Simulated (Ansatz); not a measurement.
# Run report: CH₄OS₂W, single-point calculation

CH₄OS₂W, SMILES [CH3][W]([OH])(=[S])=[S], computed with RKS wB97M-V/def2-SVP (Ansatz 0.2.0).

The geometry comes from this level: PBE0-D4/def2-TZVP.

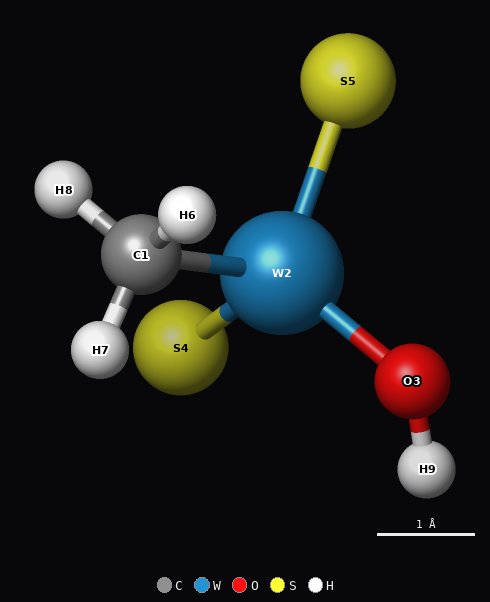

**Figure 1.** The structure as given in the input (ball-and-stick view, seen at a tilt; atoms are numbered from 1 in the order of the input). Sticks mark near contacts.

Key numbers

```tsv
quantity	value
outcome	converged
total energy	−26635.1840 eV
SCF solution under orbital rotations	stable
HOMO	−9.16 eV
LUMO	−0.47 eV
hardware	4 threads of Arm Neoverse V2, 23 GiB of memory available, shared host
wall time	8.5 s (CPU time 32 s)
peak memory	0.46 GiB
```

The input
```yaml
crystal:
  periodic: [false, false, false]
  atoms:
    - {symbol: C, position_ang: [-1.349655, -0.034525, 0.053348]}
    - {symbol: W, position_ang: [0.700602, 0.285244, -0.254450]}
    - {symbol: O, position_ang: [1.617024, -0.474083, 1.183533]}
    - {symbol: S, position_ang: [1.118571, -0.613908, -2.128836]}
    - {symbol: S, position_ang: [0.912431, 2.396505, -0.336648]}
    - {symbol: H, position_ang: [-1.638198, 0.420171, 1.006112]}
    - {symbol: H, position_ang: [-1.549924, -1.109931, 0.079858]}
    - {symbol: H, position_ang: [-1.942829, 0.415347, -0.745071]}
    - {symbol: H, position_ang: [2.131968, -1.284810, 1.142145]}
basis:
  gaussian: {orbitals: def2-SVP}
hamiltonian: {xc: {name: wB97M-V}}
output: {orbitals: {seedname: orbitals}}
```

Launch command:
```bash
ansatz run in.yaml --threads 4 --pin off --events-out ev --progress --plain --max-ram 10444MiB
```

The program's output
```
Functional definition: wB97M-V
  name "wB97M-V"
  cite "Mardirossian & Head-Gordon, J. Chem. Phys. 144, 214110 (2016) doi:10.1063/1.4952647"
  cite "Becke, J. Chem. Phys. 107, 8554 (1997) doi:10.1063/1.475007"
  cite "Vydrov & Van Voorhis, J. Chem. Phys. 133, 244103 (2010) doi:10.1063/1.3521275"
  # Of w^i u^j: cxij and so on, Table III.
  parameter omega = 0.3/bohr
  parameter cx = 0.15
  parameter cx01 = 1.007
  parameter cx10 = 0.259
  parameter css00 = 0.443
  parameter css04 = -1.437
  parameter css10 = -4.535
  parameter css20 = -3.390
  parameter css43 = 4.278
  parameter cos00 = 1.000
  parameter cos10 = 1.358
  parameter cos20 = 2.924
  parameter cos21 = -8.812
  parameter cos60 = -1.390
  parameter cos61 = 9.142
  parameter b = 6.0
  parameter c = 0.01
  gx(w, u) = 1 - cx + cx01*u + cx10*w
  gss(w, u) = css00 + css04*u^4 + css10*w + css20*w^2 + css43*w^4*u^3
  gos(w, u) = cos00 + cos10*w + (cos20 + cos21*u)*w^2 + (cos60 + cos61*u)*w^6
  exchange = spin_sum(e_x_unif_sr(omega)*gx(b97_w, b97_u_x)) + cx*exact_x_sr(omega) + exact_x_lr(omega)
  correlation = spin_sum(e_c_pw_mod_same_spin*gss(b97_w, b97_u_same))
      + integral(e_c_pw_mod_opposite_spin*gos(b97_w_opposite, b97_u_opposite)) + vv10(b, c)
1117 factors; integrals over basis functions are off by at most 1.1e-3 eV
308 factors; integrals over basis functions are off by at most 2.1e-5 eV
mean field evaluation 1: about -26627.8229 eV, gradient 5.8e1 eV
mean field evaluation 2: about -26614.6948 eV, gradient 1.0e2 eV
mean field evaluation 4: about -26635.0034 eV, gradient 5.6e0 eV
mean field evaluation 8: about -26635.1824 eV, gradient 6.5e-1 eV
mean field evaluation 16: about -26635.1840 eV, gradient 1.4e-3 eV
mean field -26635.18395309 eV, -978.8249562998 hartree, gradient 8.0e-5 eV, S^2 0.000000; 0 other end points of the search recorded, 0 dependent functions left out
reference -26635.18402961 eV, -978.8249591122 hartree; 32, 32 occupied and 84, 84 virtual orbitals, 1117 factors
Total energy: -26635.18402961 eV, -978.8249591122 hartree
```

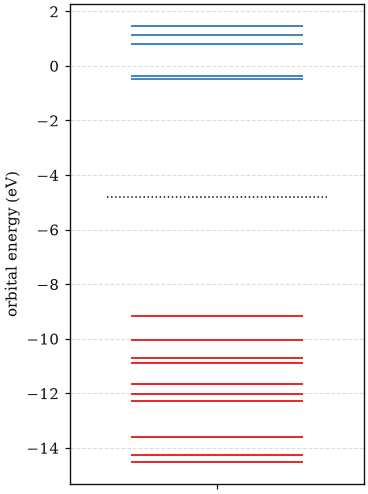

**Figure 2.** Orbital energies near the frontier; the dotted line parts filled from empty levels, and levels within 0.02 eV of each other stand side by side. Highest filled −9.16 eV, lowest empty −0.47 eV, 8.69 eV apart.
